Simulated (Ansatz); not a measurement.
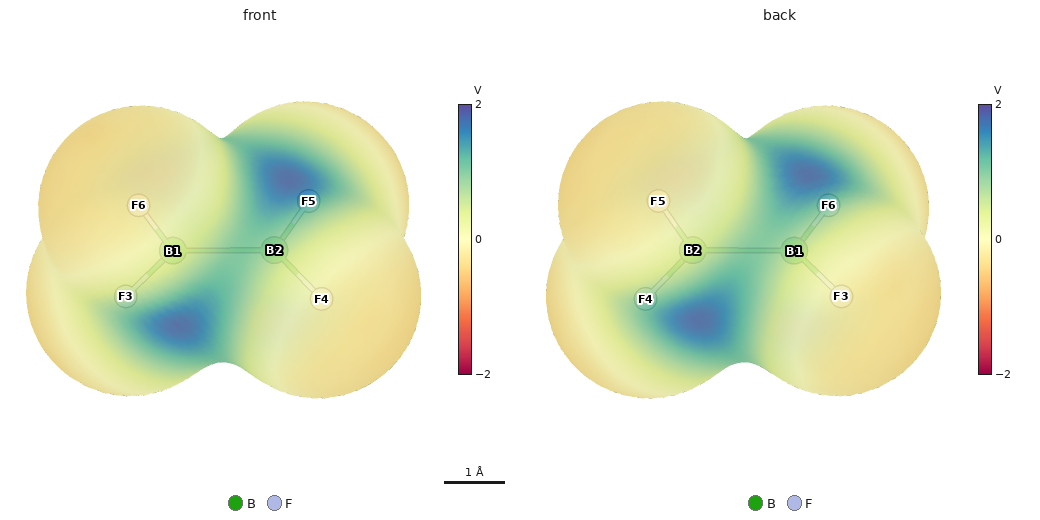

B2F4 (SMILES FB(F)B(F)F). The molecular electrostatic potential painted on the density surface at 0.001 e/bohr³, seen from the front and from behind; the colour scale runs from red (negative) to blue (positive).

Geometry: PBE0-D3(BJ)/def2-SVP.

The calculation used Ansatz 0.2.0, isolated molecule in a Gaussian basis; Kohn-Sham density functional theory, functional PBE0.

```xyz
6

B    -1.0365    0.5567   -0.5753
B     0.2421    0.0050   -1.5882
F    -1.9738    1.3669   -1.0250
F     0.1334   -1.0992   -2.2996
F     1.3772    0.6668   -1.6911
F    -1.1265    0.1895    0.6873
```

> Where is the surface potential most negative and most positive?

The most negative region (about −0.4 V, or −9 kcal/mol for a unit charge) lies over F3, F4, F5 and F6, the most positive (about +1.8 V, or +42 kcal/mol for a unit charge) over B1 and B2.

> What dipole moment does the calculation give?

Its dipole moment is zero.
